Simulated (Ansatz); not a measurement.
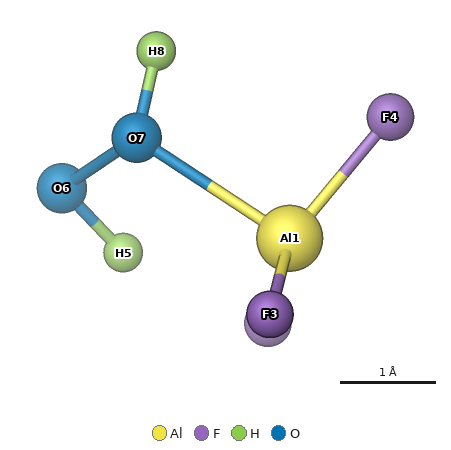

**Figure 1.** The structure as given in the input (ball-and-stick view, seen at a tilt; atoms are numbered from 1 in the order of the input). Sticks mark near contacts. Bond lengths as drawn: Al–F 1.65 to 1.69 Å, Al–O 1.96 Å, H–O 0.98 to 0.99 Å and O–O 1.45 Å.

**AlH$_{2}$O$_{2}$F$_{3}$: nudged elastic band**

- system: AlH$_{2}$O$_{2}$F$_{3}$
- method: RKS r2SCAN/def2-SVP (Ansatz 0.2.0)

The run did not end well. One setting was made poor on purpose. It belongs to a series of runs on one base structure; here: band between the two ends.

Log:
```
Engine: ansatz 0.2.0, aarch64-unknown-linux-gnu
Functional definition: r2SCAN
  parameter k0 = 0.174
  parameter k1 = 0.065
  parameter a1 = 4.9479
  exchange = r2scan_x(k0 = k0, k1 = k1, a1 = a1)
  correlation = r2scan_c
1039 factors; their error is unknown
mean field evaluation 1: about -18854.3529 eV, gradient 6.4e1 eV
mean field evaluation 2: about -18843.8282 eV, gradient 1.1e2 eV
mean field evaluation 4: about -18860.6730 eV, gradient 3.4e0 eV
mean field evaluation 8: about -18860.6455 eV, gradient 1.0e-1 eV
mean field evaluation 16: about -18860.6455 eV, gradient 1.7e-5 eV
mean field -18860.64548113 eV, -693.1159372269 hartree, gradient 1.7e-5 eV, S^2 0.000000; 0 other end points of the search recorded, 0 dependent functions left out
the calculation of the forces begins
reference -18860.64549337 eV, -693.1159376766 hartree; 29, 29 occupied and 69, 69 virtual orbitals, 1039 factors
1039 factors; their error is unknown
mean field evaluation 32: about -18859.5691 eV, gradient 2.3e-5 eV
mean field -18859.56911523 eV, -693.0763815098 hartree, gradient 2.3e-5 eV, S^2 0.000000; 0 other end points of the search recorded, 0 dependent functions left out
[... from here on the field's lines of each further geometry are left out, up to the last ...]
NEB iter   1: max|band force component| = 7.544e0 eV/Å  barrier→ = 2.4427 eV  barrier← = 1.3664 eV  Δτ_max = 0.1995 Å  (188 SCF iters)
NEB iter   2: max|band force component| = 2.401e0 eV/Å  barrier→ = 1.5125 eV  barrier← = 0.4362 eV  Δτ_max = 0.1988 Å  (159 SCF iters)
NEB iter   3: max|band force component| = 1.769e0 eV/Å  barrier→ = 1.3285 eV  barrier← = 0.2521 eV  Δτ_max = 0.1479 Å  (158 SCF iters)
NEB iter   4: max|band force component| = 7.866e-1 eV/Å  barrier→ = 1.2426 eV  barrier← = 0.1663 eV  Δτ_max = 0.1264 Å  (153 SCF iters)
NEB iter   5: max|band force component| = 5.619e-1 eV/Å  barrier→ = 1.1898 eV  barrier← = 0.1134 eV  Δτ_max = 0.2000 Å  (146 SCF iters)
NEB iter   6: max|band force component| = 5.457e-1 eV/Å  barrier→ = 1.1780 eV  barrier← = 0.1016 eV  Δτ_max = 0.0539 Å  (157 SCF iters)
NEB iter   7: max|band force component| = 4.314e-1 eV/Å  barrier→ = 1.1734 eV  barrier← = 0.0970 eV  CI = image 4  Δτ_max = 0.0773 Å  (149 SCF iters)
NEB iter   8: max|band force component| = 3.380e-1 eV/Å  barrier→ = 1.1733 eV  barrier← = 0.0969 eV  CI = image 4  Δτ_max = 0.0249 Å  (145 SCF iters)
NEB iter   9: max|band force component| = 1.535e-1 eV/Å  barrier→ = 1.1733 eV  barrier← = 0.0969 eV  CI = image 4  Δτ_max = 0.0136 Å  (148 SCF iters)
the calculation of the forces begins
reference -18859.47247592 eV, -693.0728300806 hartree; 29, 29 occupied and 69, 69 virtual orbitals, 1039 factors
these checks for a lower state are left out or cut short: starts, cluster_reference, orbital_swaps, neighbouring_geometries, increment
1039 factors; their error is unknown
mean field -18859.51959205 eV, -693.0745615662 hartree, gradient 1.1e-5 eV, S^2 0.000000; 0 other end points of the search recorded, 0 dependent functions left out
the calculation of the forces begins
reference -18859.51960468 eV, -693.0745620305 hartree; 29, 29 occupied and 69, 69 virtual orbitals, 1039 factors
NEB iter  10: max|band force component| = 7.129e-2 eV/Å  barrier→ = 1.1730 eV  barrier← = 0.0967 eV  CI = image 4  Δτ_max = 0.0140 Å  (142 SCF iters)
```

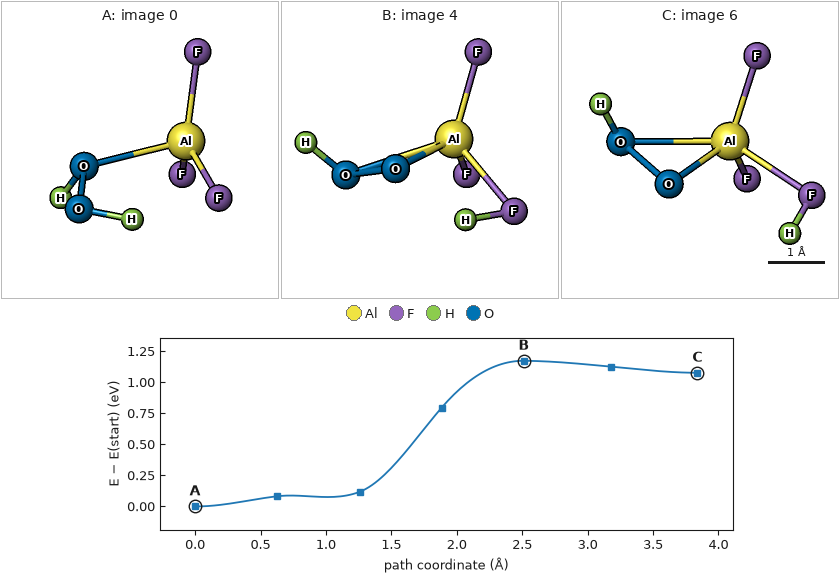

**Figure 2.** Images of the last band (counted from 0; ball-and-stick, seen at an oblique angle) above the energy along the path; the line is a cubic interpolation that uses the forces. The highest image is number 4, 1.173 eV above the start and 0.097 eV above the end (the climbing image); the end lies 1.076 eV above the start. The path is 3.84 Å long. The band had not converged after 10 iterations.

```
Unfinished report: {"positions_ang":[[-0.6833083426817164,0.032846393149811845,-0.25067513335444985],[-0.572515384223323,-1.625696536083128,0.8078434771158224],[-1.188345433041971,-0.16792200480245525,-1.8149139346874696],[-1.7061518512199423,0.8467738399886791,0.7681929708537637],[0.3916782505683495,-1.3653291663836011,0.8062768974196457],[1.119125228617912,-0.3349466015506694,-0.1361649127657447],[1.0259900525254548,1.1091437958540513,0.24423980304266907],[1.6136254894552369,1.5050292698273113,-0.42479815762423656]],"unchecked":["starts","cluster_reference","orbital_swaps","neighbouring_geometries","increment"],"mean_field":{"relativity":"none","state":{"energy":{"ev":-18859.47247592273,"hartree":-693.0728300805821},"converged":true,"gradient_ev":8.952681014740267e-6,"stability":{"kind":"minimum","curvature_ev":63.94218360474082},"curvature_floor_ev":0.00030000000000000003,"spin_squared":1.7763568394002505e-14},"others":[],"fillings":{"estimated":0,"unestimated":0,"tried":0,"untried":0,"excluded_magnetic_sites":0},"n_dropped_functions":0,"n_trapped_functions":0,"passes":{"evaluations":4,"products":27},"factors":{"origin":"density fitting in generated functions","count":1039,"bound_ev":null},"gradient_stop_ev":0.00009,"reference_kind":"stationary","functional":{"name":"r2SCAN","citations":["Furness, Kaplan, Ning, Perdew & Sun, J. Phys. Chem. Lett. 11, 8208 (2020) doi:10.1021/acs.jpclett.0c02405","Furness, Kaplan, Ning, Perdew & Sun, J. Phys. Chem. Lett. 11, 9248 (2020) doi:10.1021/acs.jpclett.0c03077"],"text":"name \"r2SCAN\"\ncite \"Furness, Kaplan, Ning, Perdew & Sun, J. Phys. Chem. Lett. 11, 8208 (2020) doi:10.1021/acs.jpclett.0c02405\"\ncite \"Furness, Kaplan, Ning, Perdew & Sun, J. Phys. Chem. Lett. 11, 9248 (2020) doi:10.1021/acs.jpclett.0c03077\"\nparent r2scan\nparameter k0 = 0.174\nparameter k1 = 0.065\nparameter a1 = 4.9479\nexchange = r2scan_x(k0 = k0, k1 = k1, a1 = a1)\ncorrelation = r2scan_c\n","parameters":{"a1":{"value":4.9479,"default":4.9479},"k0":{"value":0.174,"default":0.174},"k1":{"value":0.065,"default":0.065}},"final_grid":{"core_spheres":27.0,"valence_spheres":18.0,"degree":36.0},"final_grid_parameter_source":"default","radial_points_factor":1.0,"radial_grid_error_ev":0.00004202825166463307,"grid_sensitivity":"normal","grid_sensitivity_ratio":0.004213694444324409},"unsmoothed_excess_ev":-0.000012570128003807801,"symmetry":{"irreps":["A"],"axes":[[0.9996231615644718,0.005560385116332351,0.0268815360648868],[-0.005613719005326227,0.9999824208328479,0.0019089746479493761],[-0.026870448875651095,-0.0020591606628293973,0.9996368034614301]],"occupied":[{"A":29},{"A":29}]},"density_repulsion":{"missed_ev":0.000056866248399083956,"excess_ev":0.00005686624158453503,"most_excess_ev":0.000754,"are_drawn_again":false,"n_first_factors":1039,"energy_change_ev":0.0,"n_dropped_ends":0},"direct_passes":"host"},"factors":{"origin":"density fitting in generated functions","count":1039,"bound_ev":null},"n_frozen":0,"n_occupied":[29,29],"n_virtual":[69,69],"reference":{"ev":-18859.47247592273,"hartree":-693.0728300805821},"total":{"ev":-18859.47247592273,"hartree":-693.0728300805821},"forces_ev_per_angstrom":[[0.00481767566464579,-0.002688102745918046,-0.0015921401076406654],[0.007772552889440945,0.002625462956087862,-0.004081340917394168],[0.0007260821702378955,-0.0030998298633148173,-0.003394722694896807],[0.0023279701448882576,0.0029000692806484298,0.0061632781040637345],[-0.007894309463958773,-0.0036766537532479976,0.005112028259154708],[-0.009014383877927357,-0.0069444405134582955,-0.0010539034378112704],[0.018951168323072344,0.01676135552567007,-0.0283188527198338],[-0.01768675586546868,-0.005877860890303522,0.0271656535183797]],"charge_distribution":{"dipole_moment_e_ang":[0.690071103186744,0.05351995174010097,0.04968650176325261],"mulliken_charges_e":[1.0728135215703745,-0.20859066862669806,-0.4073308311319206,-0.4091049799959059,0.3087641760306423,-0.43161690543062825,-0.17483451966582741,0.24990020724994522],"lowdin_charges_e":[-0.2202668858233725,0.21962993558322808,-0.041432978663284104,-0.04707219208201785,-0.02655400998361257,-0.07779222828202492,0.182531036301258,0.010957322949795456]},"n_threads":2,"memory_gib":2.556818182580173,"seconds":{"hamiltonian":3.171040605,"orbitals":0.0,"second_order":0.0,"solver_start":0.0,"cycles":0.0,"cycle":0.0,"perturbative":0.0,"full_ci_increment":0.0,"forces":0.0}}
this run last wrote the band of iteration 10 to [file]
Error: NEB band did not converge after 10 iterations: max|band force component| = 7.13e-2 eV/Å (threshold 3.0e-2); raise `neb.max_iterations` in a new run, which can start from the last band evaluated (`neb.initial_path`, with `crystal.atoms` and `neb.final_atoms` set to its first and last images), add images, or start from endpoints closer to local minima. Where this run's directory can be resumed (`checkpoint.write`), a resume goes on for up to `neb.max_iterations` more; to start a new run from the last band, take its images' positions from the `neb_iteration` event of iteration 10 (`data.images[].positions_ang`), in the event stream of the run that computed that iteration (not this run's, if it was resumed behind it). With `checkpoint.write`, `steps/00-neb/state/checkpoint.json` in the run directory holds the last saved band, under `neb.evaluated.images[].positions_ang` (a band under a hybrid functional on support functions is neither saved nor resumed: `neb.initial_path` says where its path is): check the last entry of `neb.iterations` there, which is earlier than 10 if that iteration was not saved or its write failed. If the band's step has no `state` directory and holds `state.next`, a write was cut short, and the file is under `state.next` instead (behind a loss of power it can be under `state.prev`)
this run wrote the band of iteration 10 to [file] as well, whether or not its events were kept: a new run's `neb.initial_path` can list its `images[].positions_ang`
a run's events are kept only if it was started with --events-out <file>, and are in that file
```

The last band as extended XYZ (Å, eV, eV/Å):
```
8
Properties=species:S:1:pos:R:3:forces:R:3 image=0 energy=-18860.64548
Al   -1.0220    0.0152   -0.2299    0.0012   0.0159  -0.0013
F    -0.6413   -1.3690    0.6597    0.0032  -0.0151   0.0032
F    -1.5569   -0.2155   -1.7766    0.0013  -0.0048   0.0031
F    -1.5327    1.3401    0.6334   -0.0018  -0.0016  -0.0053
H     1.0726   -1.1178    0.5528   -0.0031  -0.0040   0.0036
O     1.7531   -0.4982    0.1800   -0.0031  -0.0012  -0.0038
O     0.8649    0.5417   -0.2989   -0.0033   0.0246   0.0080
H     1.0625    1.3034    0.2795    0.0057  -0.0138  -0.0075
8
Properties=species:S:1:pos:R:3:forces:R:3 image=1 energy=-18860.56357
Al   -1.0552    0.0426   -0.1689   -0.0105  -0.0130   0.0013
F    -0.6667   -1.3898    0.6450    0.0035   0.0161  -0.0324
F    -1.3932   -0.0977   -1.7834   -0.0624  -0.0107  -0.0039
F    -1.8110    1.2291    0.7064    0.0228   0.0231  -0.0096
H     1.0378   -1.1564    0.5693    0.0179  -0.0200   0.0233
O     1.7211   -0.5307    0.2104    0.0462   0.0183   0.0323
O     0.8126    0.5500   -0.1102   -0.0114  -0.0019  -0.0830
H     1.3548    1.3529   -0.0686   -0.0061  -0.0120   0.0721
8
Properties=species:S:1:pos:R:3:forces:R:3 image=2 energy=-18860.52837
Al   -0.9883    0.0495   -0.1227   -0.1484   0.0542   0.0384
F    -0.6958   -1.4007    0.7102   -0.0068   0.1008  -0.0522
F    -1.0919   -0.0577   -1.7728    0.0179   0.0492   0.0440
F    -1.9024    1.1429    0.7107   -0.1165   0.1606  -0.0188
H     0.9146   -1.1544    0.5242    0.2351  -0.0512  -0.0836
O     1.5697   -0.5668    0.0457    0.3040  -0.0611   0.1247
O     0.8388    0.6895    0.2337   -0.1250  -0.1896  -0.0494
H     1.3553    1.2974   -0.3290   -0.1604  -0.0629  -0.0031
8
Properties=species:S:1:pos:R:3:forces:R:3 image=3 energy=-18859.84914
Al   -0.8305   -0.0307   -0.1906   -0.3501  -0.1684   0.1202
F    -0.6858   -1.5072    0.7487   -0.1918   0.2539  -0.0373
F    -1.0856   -0.1107   -1.8255    0.1428   0.0423   0.0570
F    -1.7903    0.9698    0.7096   -0.1656   0.2587  -0.0201
H     0.6694   -1.1062    0.6247    0.7352   0.6503  -0.4113
O     1.2419   -0.5057   -0.0704    0.2712  -0.3755   0.0717
O     0.9441    0.9033    0.3116   -0.1382  -0.3670   0.0268
H     1.5370    1.3872   -0.3081   -0.3036  -0.2943   0.1930
8
Properties=species:S:1:pos:R:3:forces:R:3 image=4 energy=-18859.47246
Al   -0.6833    0.0328   -0.2507    0.0048  -0.0027  -0.0016
F    -0.5725   -1.6257    0.8078    0.0078   0.0026  -0.0041
F    -1.1883   -0.1679   -1.8149    0.0007  -0.0031  -0.0034
F    -1.7062    0.8468    0.7682    0.0023   0.0029   0.0062
H     0.3917   -1.3653    0.8063   -0.0079  -0.0037   0.0051
O     1.1191   -0.3349   -0.1362   -0.0090  -0.0069  -0.0011
O     1.0260    1.1091    0.2442    0.0190   0.0168  -0.0283
H     1.6136    1.5050   -0.4248   -0.0177  -0.0059   0.0272
8
Properties=species:S:1:pos:R:3:forces:R:3 image=5 energy=-18859.51959
Al   -0.6075    0.0844   -0.1918    0.0115   0.0129   0.0050
F    -0.6236   -1.7533    0.6687   -0.0144  -0.0201  -0.0247
F    -1.1466   -0.1037   -1.7472    0.0183   0.0125   0.0028
F    -1.6188    0.7601    0.9345    0.0101  -0.0148   0.0171
H     0.2604   -1.6332    0.9949   -0.0261  -0.0436   0.0310
O     1.1482   -0.1904    0.0435    0.0093   0.0167   0.0354
O     1.0103    1.3042    0.0274    0.0059   0.0374  -0.0455
H     1.5776    1.5317   -0.7301   -0.0146  -0.0010  -0.0211
8
Properties=species:S:1:pos:R:3:forces:R:3 image=6 energy=-18859.56911
Al   -0.5275    0.1486   -0.0759    0.0033   0.0110   0.0184
F    -0.6556   -1.7748    0.5550    0.0041  -0.0017  -0.0010
F    -1.0392   -0.0855   -1.6379   -0.0023  -0.0005  -0.0012
F    -1.5680    0.7479    1.0684    0.0016  -0.0080  -0.0110
H     0.1278   -1.9613    1.0361   -0.0057   0.0038  -0.0036
O     1.2182    0.0097    0.2475   -0.0035   0.0191  -0.0015
O     0.9843    1.4431   -0.1721    0.0023  -0.0238   0.0142
H     1.4601    1.4722   -1.0211    0.0001   0.0003  -0.0142
```

This output came from the following input.

Input file:
```yaml
crystal:
  periodic: [false, false, false]
  atoms:
    - { symbol: Al, position_ang: [-1.022, 0.015223, -0.229875] }
    - { symbol: F, position_ang: [-0.641322, -1.369011, 0.659715] }
    - { symbol: F, position_ang: [-1.556855, -0.215506, -1.776596] }
    - { symbol: F, position_ang: [-1.532733, 1.340132, 0.633405] }
    - { symbol: H, position_ang: [1.072597, -1.117791, 0.552752] }
    - { symbol: O, position_ang: [1.753081, -0.498219, 0.180028] }
    - { symbol: O, position_ang: [0.86487, 0.541676, -0.298934] }
    - { symbol: H, position_ang: [1.06246, 1.303395, 0.279506] }
basis:
  gaussian: { orbitals: def2-SVP }
hamiltonian:
  xc: r2scan
neb:
  order_check: false
  images: 5
  f_tol: 0.03
  max_iterations: 10
  final_atoms:
    - { symbol: Al, position_ang: [-0.52751607, 0.14857929, -0.07585938] }
    - { symbol: F, position_ang: [-0.65559525, -1.77478655, 0.5550334] }
    - { symbol: F, position_ang: [-1.03919714, -0.08545216, -1.63794068] }
    - { symbol: F, position_ang: [-1.56801645, 0.74790613, 1.06835487] }
    - { symbol: H, position_ang: [0.12777064, -1.96130036, 1.03606541] }
    - { symbol: O, position_ang: [1.21823586, 0.00967824, 0.24748073] }
    - { symbol: O, position_ang: [0.98434767, 1.44307166, -0.17208018] }
    - { symbol: H, position_ang: [1.46006875, 1.47220274, -1.02105317] }
  initial_path:
    images:
      - { positions_ang: [[-1.022, 0.015223, -0.229875], [-0.641322, -1.369011, 0.659715], [-1.556855, -0.215506, -1.776596], [-1.532733, 1.340132, 0.633405], [1.072597, -1.117791, 0.552752], [1.753081, -0.498219, 0.180028], [0.86487, 0.541676, -0.298934], [1.06246, 1.303395, 0.279506]] }
      - { positions_ang: [[-0.96356324, 0.05705188, -0.22912517], [-0.55923244, -1.41675019, 0.7741877], [-1.43641161, -0.26931628, -1.76152045], [-1.62140226, 1.30841563, 0.59413606], [0.91476185, -1.16074901, 0.49441538], [1.58822666, -0.47847297, 0.00188051], [0.84494619, 0.62836063, -0.12188784], [1.23277285, 1.3313593, 0.24791481]] }
      - { positions_ang: [[-0.90512648, 0.09888077, -0.22837534], [-0.47714287, -1.46448937, 0.8886604], [-1.31596822, -0.32312655, -1.7464449], [-1.71007153, 1.27669927, 0.55486713], [0.7569267, -1.20370703, 0.43607877], [1.42337232, -0.45872695, -0.17626698], [0.82502238, 0.71504526, 0.05515832], [1.4030857, 1.3593236, 0.21632361]] }
      - { positions_ang: [[-0.84668972, 0.14070965, -0.22762551], [-0.39505331, -1.51222856, 1.00313309], [-1.19552483, -0.37693683, -1.73136936], [-1.79874079, 1.2449829, 0.51559819], [0.59909154, -1.24666504, 0.37774215], [1.25851798, -0.43898092, -0.35441447], [0.80509857, 0.80172989, 0.23220448], [1.57339856, 1.3872879, 0.18473242]] }
      - { positions_ang: [[-0.7402985, 0.14333286, -0.1770368], [-0.48190062, -1.59974789, 0.85376653], [-1.1434156, -0.27977527, -1.70022646], [-1.72183268, 1.07929065, 0.69985042], [0.44198458, -1.48487682, 0.59718324], [1.24509061, -0.28942787, -0.15378274], [0.86484827, 1.01551048, 0.09744293], [1.53562195, 1.41559285, -0.21719611]] }
      - { positions_ang: [[-0.63390729, 0.14595608, -0.12644809], [-0.56874794, -1.68726722, 0.70439997], [-1.09130637, -0.18261372, -1.66908357], [-1.64492457, 0.91359839, 0.88410264], [0.28487761, -1.72308859, 0.81662432], [1.23166324, -0.13987481, 0.046849], [0.92459797, 1.22929107, -0.03731863], [1.49784535, 1.4438978, -0.61912464]] }
      - { positions_ang: [[-0.52751607, 0.14857929, -0.07585938], [-0.65559525, -1.77478655, 0.5550334], [-1.03919714, -0.08545216, -1.63794068], [-1.56801645, 0.74790613, 1.06835487], [0.12777064, -1.96130036, 1.03606541], [1.21823586, 0.00967824, 0.24748073], [0.98434767, 1.44307166, -0.17208018], [1.46006875, 1.47220274, -1.02105317]] }
```

Command:
```bash
ansatz run input.yaml --threads 2 --pin off --max-ram 3072MiB --backend cpu --events-out ev --progress --plain --runs-dir out
```

Outcome:

- outcome: not converged
- barrier, forward (band not converged): 1.173 eV
- barrier, backward: 0.097 eV
- hardware: 2 threads of Arm Neoverse V1, 24 GiB of memory available, shared host
- wall time: 2.8 min (CPU time 5.4 min)
- peak memory: 0.16 GiB

Diagnosis:

The run did not converge: “NEB band did not converge after 10 iterations: max|band force component| = 7.13e-2 eV/Å (threshold 3.0e-2); raise `neb.max_iterations` in a new run, which can start from the last band evaluated (`neb.initial_path`, with `crystal.atoms` and `neb.final_atoms` set to its first and last images), add images, or start from endpoints closer to local minima …” Its last values are not results. A deliberately poor setting: few iterations.
